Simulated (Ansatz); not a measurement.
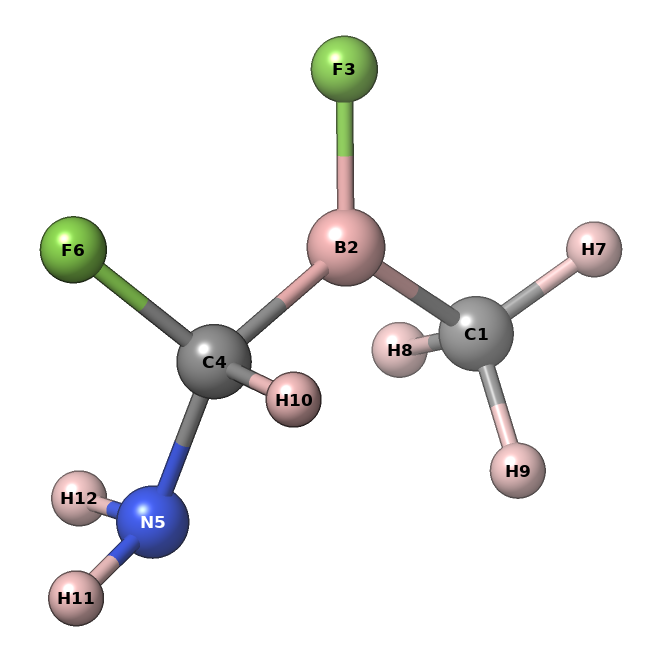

Atoms fade into the background with distance from the viewer. The geometry was computed by an optimisation with PBE-D4/def2-SVP. No frequency run is at hand to confirm it as a minimum.

### Find the stereocentres and stereogenic double bonds.

Centres: C4.

### What are the Cahn–Ingold–Prelog descriptors?

C4: R (priorities F6 > N5 > B2 > H10).

### Give a SMILES with the stereochemistry.

CB(F)[C@H](N)F
